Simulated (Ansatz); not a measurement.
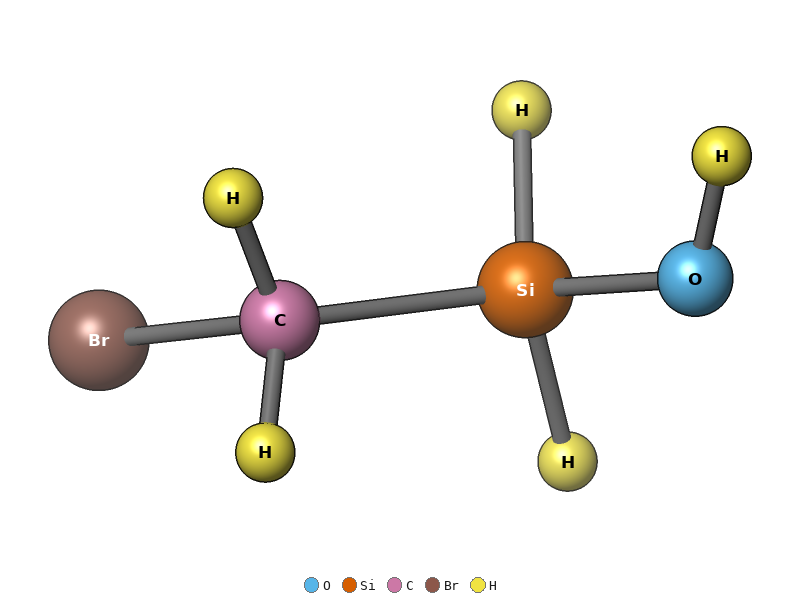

Ball-and-stick drawing of a structure.

Give the formula.

CH5BrOSi, 9 atoms: 1 carbon, 5 hydrogen, 1 bromine, 1 oxygen and 1 silicon.

Name functional groups in it.

Among them: C–Br bond, Si–H bond, Si–O bond.

More results for the same structure follow; atom numbers are the same in all pictures, views and colours differ. The computed structure is the end point of a PBE0-D4/def2-TZVP optimisation. No frequency run is at hand to confirm it as a minimum.

Geometry

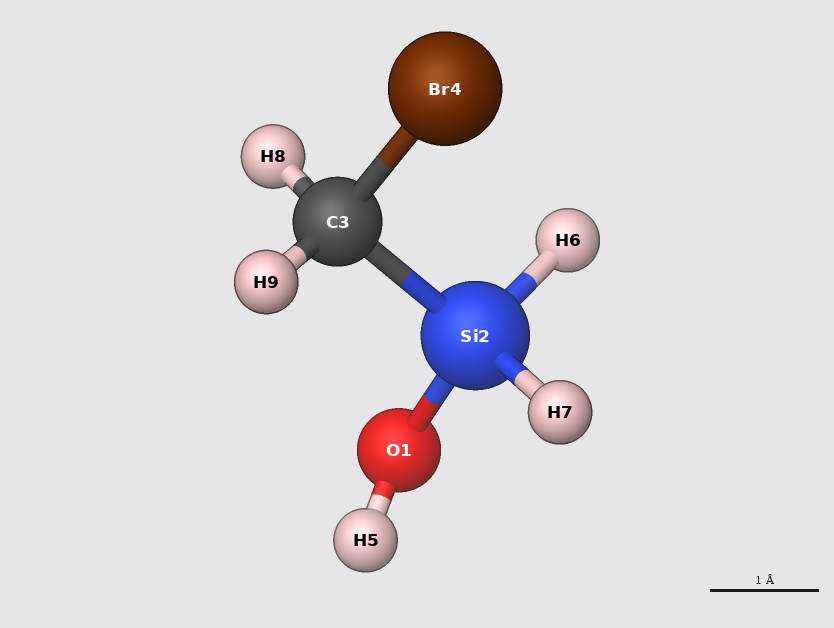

The atoms are numbered. No frequency run is at hand to confirm it as a minimum.

Give the bond lengths.

```csv
bond,length (Å),order
O1–Si2,1.649,single
O1–H5,0.957,single
Si2–C3,1.877,single
Si2–H6,1.479,single
Si2–H7,1.486,single
C3–Br4,1.948,single
C3–H8,1.089,single
C3–H9,1.089,single
```

Dipole moment

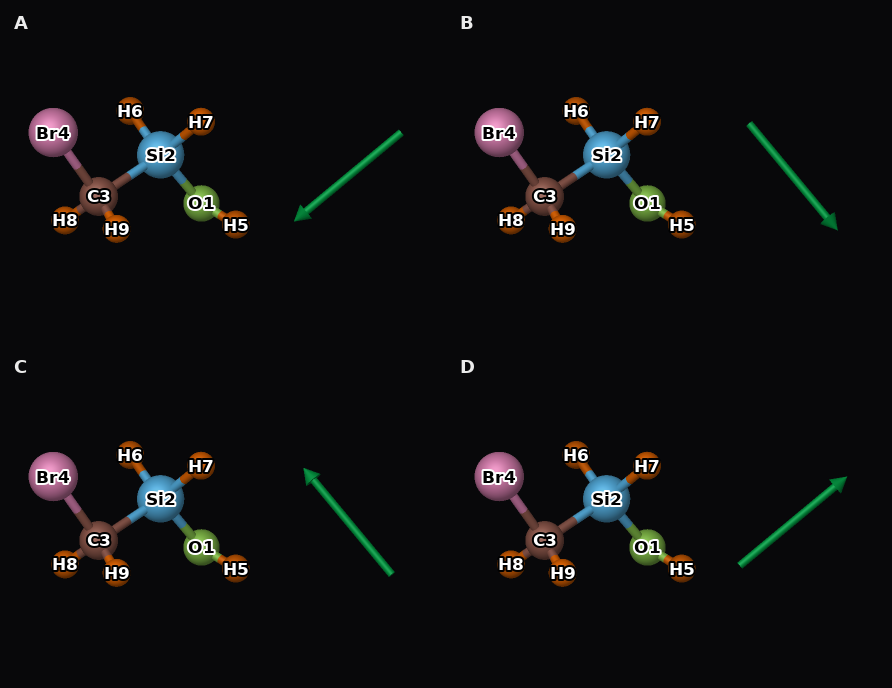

The same molecule four times, each with an arrow. No frequency run is at hand to confirm it as a minimum. Properties computed with RKS ωB97M-V/def2-TZVPP (Ansatz 0.2.0).

Which arrow points along the dipole moment, from the negative to the positive end?

B. The dipole moment is 2.27 D; it points from the side of Br4 to the side of H5 (the outermost atoms at the two ends).

Charges

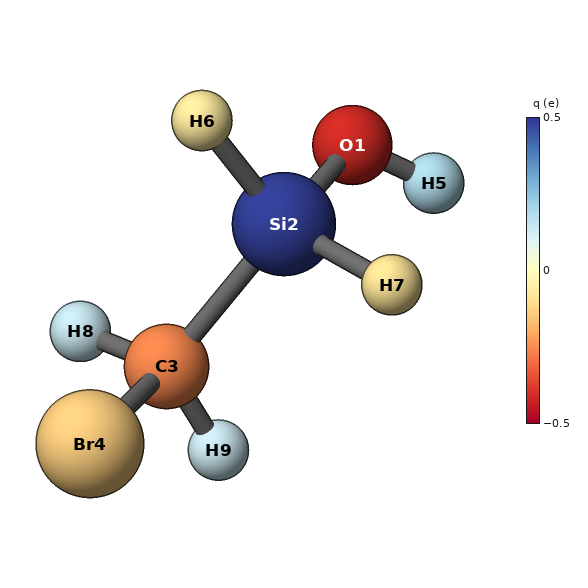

Atoms are coloured by their Mulliken charges. No frequency run is at hand to confirm it as a minimum. Method: RKS B3LYP-D4/def2-TZVPP (Ansatz 0.2.0).

List the Mulliken charges.

```tsv
atom	value (e)
O1	−0.40
Si2	0.48
C3	−0.26
Br4	−0.13
H5	0.19
H6	−0.06
H7	−0.08
H8	0.14
H9	0.13
```

Levels of theory compared

No frequency run is at hand to confirm it as a minimum. Program: Ansatz 0.2.0.

Tabulate HOMO–LUMO gap (eV) at these levels: B3LYP-D4/def2-TZVPP; PBE-D4/def2-TZVPP; PBE0-D4/def2-TZVPP; r2SCAN-D4/def2-TZVPP; ωB97M-V/def2-TZVPP; ωB97X-V/def2-TZVPP.

```
               level  HOMO–LUMO gap (eV)
 B3LYP-D4/def2-TZVPP                6.84
   PBE-D4/def2-TZVPP                5.10
  PBE0-D4/def2-TZVPP                7.35
r2SCAN-D4/def2-TZVPP                5.69
  ωB97M-V/def2-TZVPP               11.41
  ωB97X-V/def2-TZVPP               11.83
```

Mulliken values depend strongly on the basis set and can even reverse the polarity of a bond.
